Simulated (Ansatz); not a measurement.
FH3Si···HCl···H2O

Input file:

```
crystal:
  periodic: [false, false, false]
  atoms:
    - {symbol: Si, position_ang: [-1.557928, 0.170972, 0.983149]}
    - {symbol: Cl, position_ang: [0.279922, 1.334510, -2.036916]}
    - {symbol: H, position_ang: [-2.296425, -0.137784, -0.258410]}
    - {symbol: H, position_ang: [-2.333557, -0.241091, 2.177073]}
    - {symbol: H, position_ang: [-1.168025, 1.592838, 1.069883]}
    - {symbol: H, position_ang: [1.523936, -0.763429, 0.119833]}
    - {symbol: F, position_ang: [-0.207218, -0.722070, 0.997293]}
    - {symbol: H, position_ang: [1.194127, 0.568011, -1.470915]}
    - {symbol: O, position_ang: [2.159450, -0.499131, -0.558017]}
    - {symbol: H, position_ang: [2.405618, -1.302826, -1.022873]}
basis:
  gaussian: {orbitals: def2-TZVPP}
hamiltonian: {xc: pbe0, dispersion: d4}
output: {orbitals: {seedname: orbitals}}
```

Run with:

```sh
ansatz run in.yaml --threads 4 --pin off --events-out ev --progress --plain --max-ram 9574MiB
```

The product side of a reaction path; geometry: PBE0-D4/def2-TZVP.

The calculation used RKS PBE0-D4/def2-TZVPP in Ansatz 0.2.0.

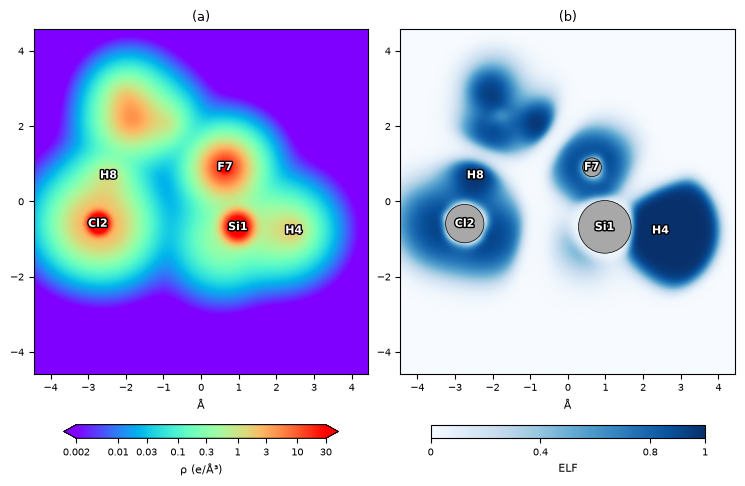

Figure 1. (a) total electron density; (b) ELF on the plane of atoms H4, Si1 and F7. Grey discs cover the atomic cores in the ELF map.

**What does the map show?**

The section cuts through Si, Cl, H and F sites. Si–F (1.62 Å): ρ is about 1.1 e/Å³ halfway; the ELF peaks at about 0.85 in the valence shell of F, 0.6 Å from its nucleus, and is about 0.50 at the midpoint. Cl–H (1.32 Å): ρ at the midpoint is about 1.9 e/Å³; the ELF climbs to about 1 towards the hydrogen, as it does in any bond to H; an ordinary covalent bond to hydrogen. Si–H (1.48 Å): ρ at the midpoint is about 0.84 e/Å³; the ELF climbs to about 1 towards the hydrogen. The ELF also peaks beside Cl2 and F7, away from the bonds: lone-pair regions.

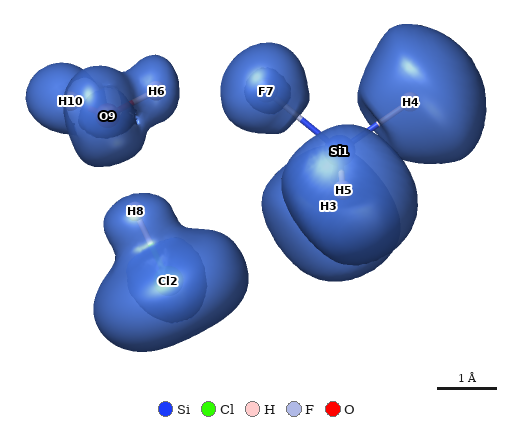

Figure 2. Isosurface of the electron localisation function at 0.75 (blue), seen across its widest extent. Core shells and regions of very low density are left out.

**Identify the bonds, lone pairs and shells in this picture.**

The ELF exceeds this value in three regions around hydrogen nuclei, one region wrapped around F (its lone pairs, merged into a ring or cap), one joined region spread over several atoms (Cl, H), in which their bonds and any lone pairs are merged and one joined region spread over several atoms (H, O), in which their bonds and any lone pairs are merged.


O9···H8 (1.70 Å): the ELF dips to about 0.25 between them.

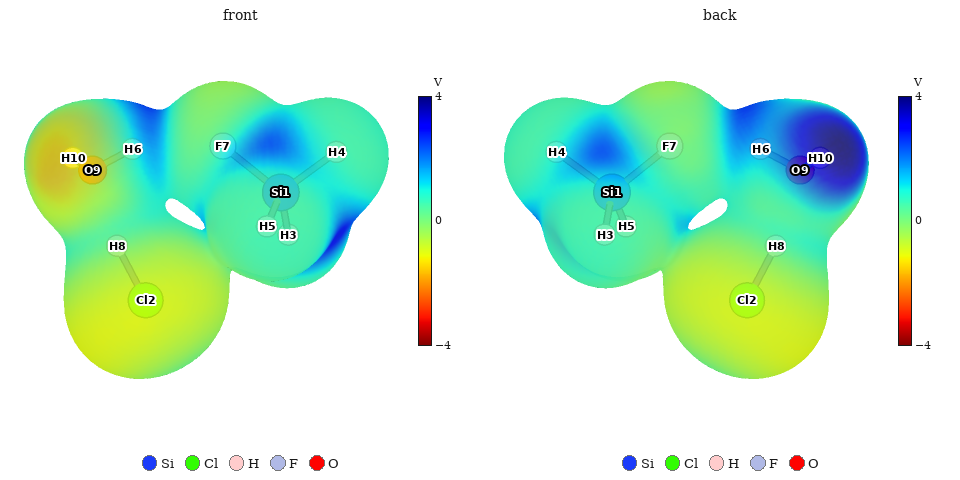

Figure 3. The molecular electrostatic potential painted on the density surface at 0.004 e/bohr³, seen from the front and from behind; the colour scale runs from red (negative) to blue (positive).

**Where is the surface potential most negative and most positive?**

The most negative region (about −1.3 V, or −30 kcal/mol for a unit charge) lies over O9, the most positive (about +3.7 V, or +85 kcal/mol for a unit charge) over H10. O9 is the likeliest acceptor of a hydrogen bond.
